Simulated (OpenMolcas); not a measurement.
# r2SCAN/cc-pVTZ (RICD fitting, fitting threshold 0.01) run of BF (SMILES [B]F)

What is the vertical singlet–triplet gap of BF at r2SCAN/cc-pVTZ (RICD fitting, fitting threshold 0.01)? 

The results are computed with OpenMolcas 26.06.

### 1 The system as given

BF: 2 atoms, total charge 0, spin state singlet. As SMILES, `[B]F`. The coordinates come from a PBE0-D4/def2-TZVP relaxation.

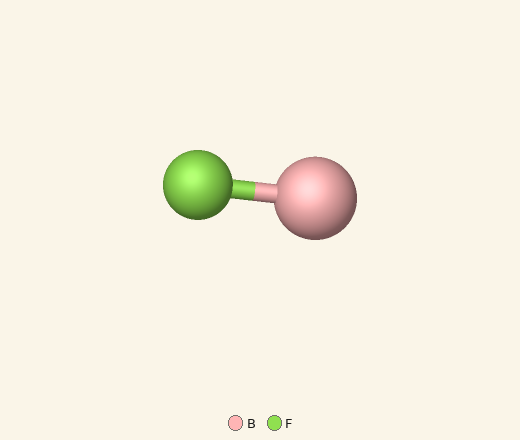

Viewed from a chosen angle; boron pink, fluorine green.

### 2 The energy at r2SCAN/cc-pVTZ (RICD fitting, fitting threshold 0.01)

Contents of job.inp:

```
* BF Kohn-Sham DFT

&GATEWAY
 BasLib=$CurrDir
 Coord
 2
 angstrom
 B        0.000000       0.000000      -0.009350
 F        0.000000       0.000000       1.253740
 Basis=cc-pVTZ
 Group=NoSym
 RICD
 aCD
 CDThreshold=0.01

&SEWARD

&SCF
 KSDFT=2
 1.0 MGGA_X_R2SCAN
 1.0 MGGA_C_R2SCAN
 PrOrbitals=1 1
```

The basis set cc-pVTZ is read from a file made from the Basis Set Exchange's data (not shown).

Command:

```
$ export MOLCAS_MEM=1860
$ pymolcas job.inp > job.log
```

Log:

```text
--- Start Module: gateway ---
[...]
--- Stop Module: gateway /rc=_RC_ALL_IS_WELL_ ---
--- Start Module: seward ---
[...]
      Basis functions           60
--- Stop Module: seward /rc=_RC_ALL_IS_WELL_ ---
--- Start Module: scf ---
[...]
       Convergence after  10 Iterations
[...]
::    Total KS-DFT energy                            -124.6476100220
[...]
      Total spin, S                                     0.0000000000
[...]
      Total electronic charge=   14.000000
      Total            charge=   -0.000000
[...]
      Dipole Moment (debye):
      Origin of the operator (angstrom)=    0.0000    0.0000    0.7903
                   X=  1.6832E-14               Y=  3.3163E-15               Z=  1.1192E+00           Total=  1.1192E+00
      Quadrupole Moment (debye*angstrom):
[...]
--- Stop Module: scf /rc=_RC_ALL_IS_WELL_ ---
[...]
```

Wall time 2.8 s (1 thread of Arm Neoverse V2, shared host); peak memory 0.093 GiB.

### 3 The triplet

Contents of job.input:

```
>>> EXPORT MOLCAS_PRINT=2
&GATEWAY
BasLib=$CurrDir
Coord
2
angstrom
B        0.000000       0.000000      -0.009350
F        0.000000       0.000000       1.253740
Basis=cc-pVTZ
Group=NoSym
RICD
aCD
CDThreshold=0.01
&SEWARD
&SCF
UHF
Spin=3
KSDFT=2
1.0 MGGA_X_R2SCAN
1.0 MGGA_C_R2SCAN
PrOrbitals=1 1
```

The basis set cc-pVTZ is read from a file made from the Basis Set Exchange's data (not shown).

Command:

```
$ export MOLCAS_MEM=1860
$ pymolcas job.input > job.log
```

Log:

```text
--- Start Module: gateway ---
[...]
--- Stop Module: gateway /rc=_RC_ALL_IS_WELL_ ---
--- Start Module: seward ---
[...]
      Basis functions           60
--- Stop Module: seward /rc=_RC_ALL_IS_WELL_ ---
--- Start Module: scf ---
[...]
       Convergence after  30 Iterations
[...]
::    Total KS-DFT energy                            -124.5332429535
[...]
      Total spin, S                                     1.0012558313
[...]
      Total electronic charge=   14.000000
      Total            charge=   -0.000000
[...]
      Dipole Moment (debye):
      Origin of the operator (angstrom)=    0.0000    0.0000    0.7903
                   X= -1.8086E-15               Y=  5.9920E-16               Z= -3.4704E-01           Total=  3.4704E-01
      Quadrupole Moment (debye*angstrom):
[...]
--- Stop Module: scf /rc=_RC_ALL_IS_WELL_ ---
[...]
```

Wall time 8.1 s (1 thread of Arm Neoverse V2, shared host); peak memory 0.093 GiB.

### 4 Results

Level: r2SCAN/cc-pVTZ (RICD fitting, fitting threshold 0.01).

```
                                        quantity          value
                           singlet: total energy  -124.64761 Eh
                          singlet: dipole moment         1.12 D
                            singlet: HOMO energy       -6.98 eV
                            singlet: LUMO energy       -1.73 eV
                          singlet: HOMO–LUMO gap        5.25 eV
                           triplet: total energy  -124.53324 Eh
                          triplet: dipole moment         0.35 D
     triplet: HOMO energy (highest over α and β)       -3.43 eV
                                   triplet: ⟨S²⟩          2.004
vertical energy of the triplet above the singlet       3.112 eV
```

In words: This program's gradients are faulty for this kind of reference, so any forces in the log (triplet) can't be trusted; the energy can. At this shape the triplet lies 3.11 eV (72 kcal/mol) above the singlet.
